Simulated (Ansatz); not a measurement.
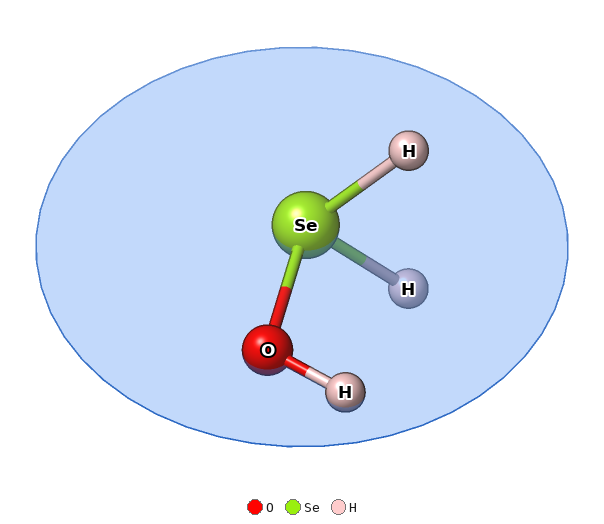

All proper rotation axes (lines) and mirror planes (discs) of the structure are drawn in. Distant atoms are faded towards the background colour. The species has charge +1 and is a spin singlet. The computed structure is the end point of a PBE-D4/def2-SVP optimisation. No frequency run is at hand to confirm it as a minimum.

**Name the symmetry elements and the point group.**

It has 1 mirror plane. Point group Cs. The group has 2 operations. The geometry is achiral, and symmetry allows a dipole moment.
